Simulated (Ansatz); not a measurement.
# Ge2P: the cost of one run

Computed with Ansatz 0.2.0, Gaussian basis. Level: cc-pVTZ, core rule «outside noble gas», up to 33 orbitals frozen.

The runs, in order: UHF; CCSD(T) on ROHF; CCSD(T) on UHF; BCCD(T) on ROHF; CCSDT(Q) on ROHF; CCSDT(Q) on UHF; CASSCF and NEVPT2, 12 electrons in 12 orbitals.

5 further runs of the same task are left out: 5 set aside as unsound or not needed.

### 1 The system

The geometry is a PBE0/def2-TZVP stationary point (not a proven minimum) of the parent state, kept for this charge and spin. No spin-orbit coupling is included. The filled d shell of Ge may be among the frozen orbitals whatever the setting's name suggests; the logs give the count.

3 atoms, charge 1, spin multiplicity 3.

Atoms are counted from 1 here; the program's logs count them from 0.

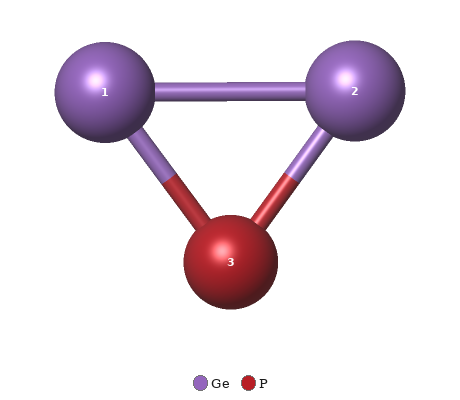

The structure; germanium purple, phosphorus red; atoms are numbered from 1 in the order of the file.

Coordinates:

```xyz
3
Ge2P
Ge    0.00000    0.31566    1.31489
Ge    0.00000    0.31566   -1.31489
P     0.00000   -1.48060    0.00000
```

### 2 UHF

in.yaml reads:

```yaml
crystal:
  periodic: [false, false, false]
  atoms:
    - {symbol: Ge, position_ang: [0.000000, 0.315664, 1.314888]}
    - {symbol: Ge, position_ang: [0.000000, 0.315664, -1.314888]}
    - {symbol: P, position_ang: [0.000000, -1.480598, 0.000000]}
basis:
  gaussian: {orbitals: cc-pVTZ}
total_charge: 1
magnetization: {spin_polarized: true, initial_magnetization: 2}
hamiltonian: {xc: hf}
output: {orbitals: {seedname: orbitals}}
```

Command:

```bash
$ ansatz run in.yaml --threads 1 --pin off --events-out ev --progress --plain --max-ram 4096MiB --backend cpu
```

**Question.** How long does this run take on 1 thread of AMD EPYC 7R13, shared host, and how much memory does it need?

About 48 s, with a peak of 0.34 GiB.
